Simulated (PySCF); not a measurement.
Ge(Et)2(Vi)(OH), SMILES C=[CH][Ge]([OH])([CH2]C)[CH2]C (C₆H₁₄GeO) at its GFN2-xTB optimised geometry (Å):

```
22

C      0.2254    -2.4577     2.6793
C     -0.5325    -2.2096     1.6257
Ge     0.0959    -1.2578     0.0000
O      1.8683    -1.2578     0.0000
C     -0.2943     0.7035     0.0000
C     -1.7785     1.0363    -0.0386
C     -0.5557    -2.2275    -1.6452
C     -0.1098    -1.5576    -2.9356
H     -0.1408    -2.9724     3.5562
H      1.2579    -2.1448     2.7096
H     -1.5651    -2.5305     1.6287
H      2.2872    -2.1149     0.0279
H      0.2143     1.1415    -0.8588
H      0.1628     1.1308     0.8923
H     -2.2872     0.6195     0.8287
H     -2.2435     0.6268    -0.9335
H     -1.9307     2.1149    -0.0382
H     -1.6428    -2.2830    -1.6111
H     -0.1847    -3.2536    -1.6106
H     -0.5295    -0.5566    -3.0122
H     -0.4322    -2.1315    -3.8038
H      0.9748    -1.4707    -2.9635
```

Computed with B3LYP/def2-SVP (PySCF). Cells within 0.4 Å of a nucleus heavier than hydrogen are left out (blank, or x).

Map of the deformation density (molecule minus spherical neutral atoms) (e/bohr³) on the plane z = 0.0 Å:

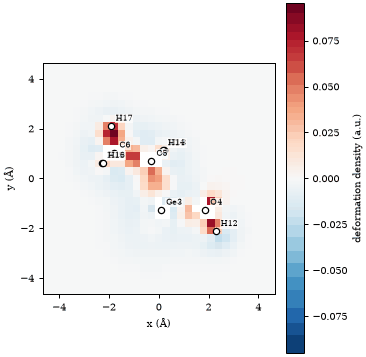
Deformation density (molecule minus spherical neutral atoms) (e/bohr³) on the plane z = 0.0 Å.
